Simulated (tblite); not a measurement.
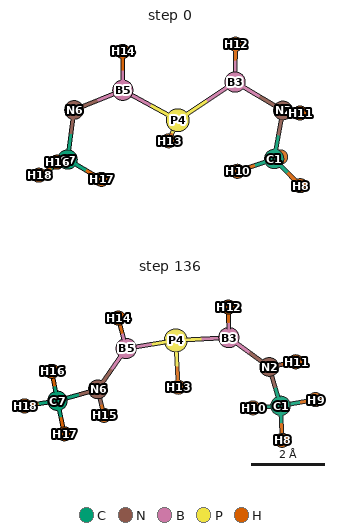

The structure of C2H11B2N2P before (top) and after (bottom) a relaxation, at one scale.

Style: ball-and-stick. Shown at a tilt.

The calculation used tblite, GFN2-xTB geometry optimisation, gas phase. 

Summarise the run.

Answer. After 136 geometry steps the energy has fallen by 78.2 kcal/mol. H15 moves most after the best rigid fit: 1.77 Å. By element the largest moves are H 1.77 Å, P 1.31 Å, N 1.03 Å, B 0.59 Å, C 0.50 Å. Among the contacts that change: N2–B3 1.546 → 1.385 Å, B5–N6 1.533 → 1.382 Å, P4–B5 1.922 → 1.885 Å, P4–H13 1.419 → 1.389 Å. Bond angles that change, for instance: C1–N2–B3 110.5° → 129.8°, B5–N6–C7 110.5° → 127.7°, B5–P4–H13 114.7° → 99.4°.
